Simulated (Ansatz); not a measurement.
# CH₆OSi···CH₅N: what the fields show

```yaml
atoms:
  - { symbol: Si, position_ang: [0.0641, 1.2714, 0.4521] }
  - { symbol: O, position_ang: [0.0599, 0.3670, -0.9833] }
  - { symbol: C, position_ang: [-0.3395, 0.8557, -2.2293] }
  - { symbol: H, position_ang: [-0.3891, 2.6089, -0.1183] }
  - { symbol: H, position_ang: [1.3917, 1.6385, 1.0502] }
  - { symbol: H, position_ang: [-0.9993, 1.0070, 1.4778] }
  - { symbol: H, position_ang: [1.5030, -1.0147, 0.4752] }
  - { symbol: N, position_ang: [0.7607, -0.8080, 1.1431] }
  - { symbol: C, position_ang: [-0.2575, -1.8461, 1.1205] }
  - { symbol: H, position_ang: [-1.2602, 0.3487, -2.5705] }
  - { symbol: H, position_ang: [-0.5385, 1.9429, -2.2161] }
  - { symbol: H, position_ang: [0.4465, 0.6638, -2.9810] }
  - { symbol: H, position_ang: [1.1909, -0.7222, 2.0637] }
  - { symbol: H, position_ang: [-1.0781, -1.5665, 1.7981] }
  - { symbol: H, position_ang: [-0.6675, -1.9034, 0.1031] }
  - { symbol: H, position_ang: [0.1129, -2.8432, 1.4148] }
```

Theory: Ansatz, RKS PBE0/def2-SVP.

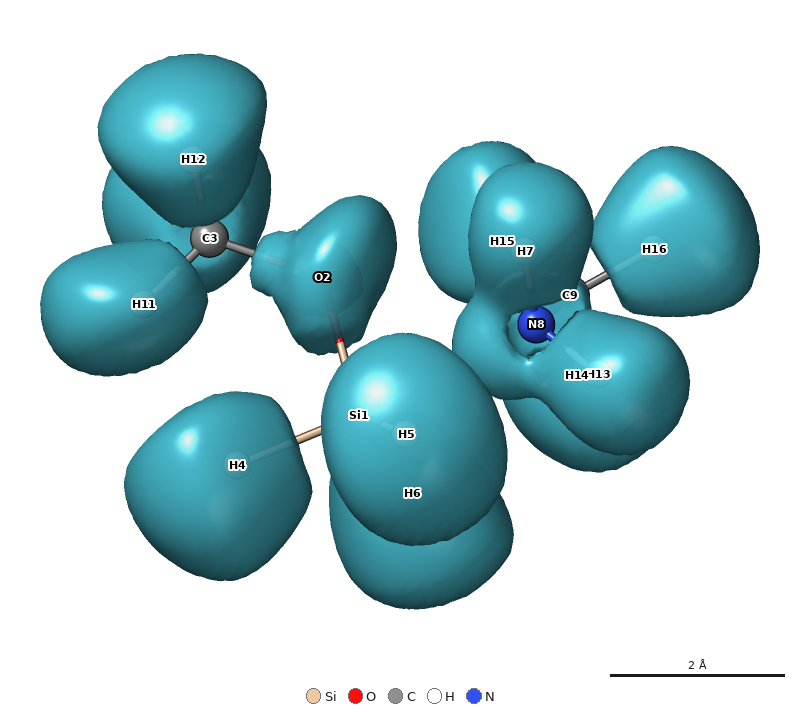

Figure 1. Isosurface of the ELF at 0.75 (cyan), seen at a tilt. Only the valence region is drawn (cores and ρ < 0.01 e/Å³ removed).

### Describe the localisation domains.

At this value the surface marks out nine regions around hydrogen nuclei, one region on O in which the atom's valence shell and bonds are merged and one joined region spread over several atoms (H, N), in which their bonds and any lone pairs are merged. Profiles from the grid: Si1···N8 (2.30 Å): the ELF peaks at about 0.95 in the valence shell of N, 0.7 Å from its nucleus, and is about 0.60 at the midpoint. C–O (1.40 Å): the ELF peaks at about 0.90 between the atoms: a polar covalent bond.

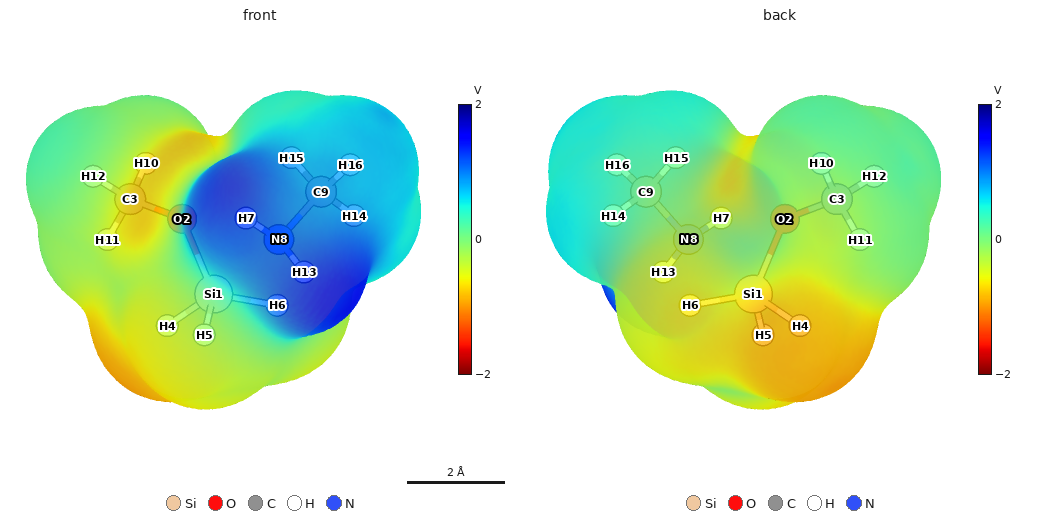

Figure 2. The molecular electrostatic potential painted on the density surface at 0.001 e/bohr³, seen from the front and from behind; red is negative and blue positive.

### Describe the electrostatic potential map.

The most negative region (about −0.9 V, or −21 kcal/mol for a unit charge) lies over H4, the most positive (about +1.5 V, or +35 kcal/mol for a unit charge) over H13.

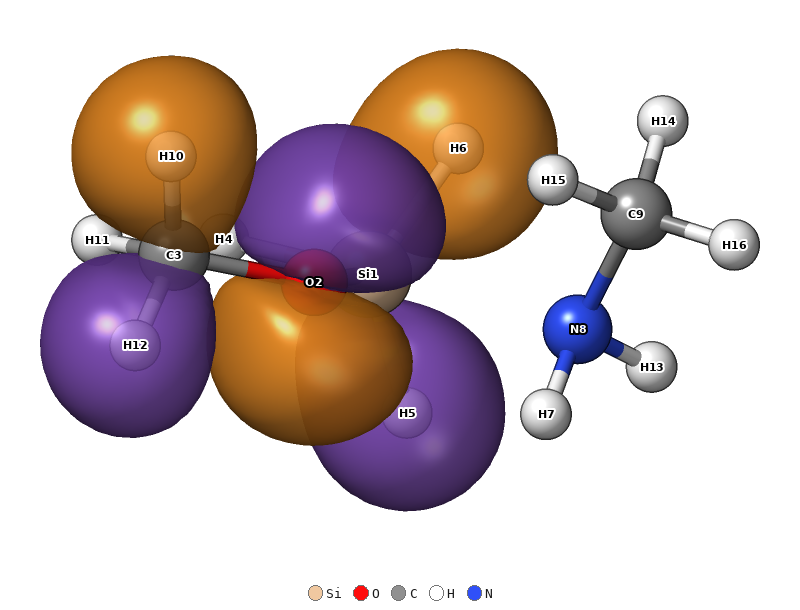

Figure 3. The HOMO−1 at ±0.08 Å⁻³ᐟ² (orange and purple are the two phases), seen from one side.

### What is the character of this orbital?

It lies mainly on O2 (about 50 %), C3 (about 10 %), H6 (about 5 %), H5 (about 5 %) and H10 (about 5 %). Its energy is −7.40 eV.

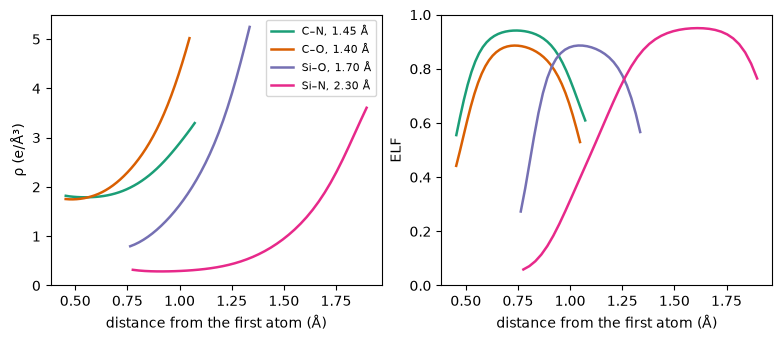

Figure 4. Total electron density and electron localisation function along straight lines between neighbouring atoms. The curves leave out the atomic cores.

### Compare the contacts.

C–N (1.45 Å): ρ at the midpoint is about 1.9 e/Å³; the ELF peaks at about 0.95 between the atoms, as expected for a shared electron pair.
C–O (1.40 Å): the density is about 2.1 e/Å³ at the midpoint, with its minimum of 1.7 e/Å³ about 0.5 Å from C; the ELF peaks at about 0.90 between the atoms: a shared but strongly polarised pair.
Si–O (1.70 Å): ρ at the midpoint is about 0.99 e/Å³; the ELF peaks at about 0.90 between the atoms (a polar covalent bond).
Si1···N8 (2.30 Å): the density falls to about 0.29 e/Å³ on the way; the ELF peaks at about 0.95 in the valence shell of N, 0.7 Å from its nucleus, and is about 0.60 at the midpoint.
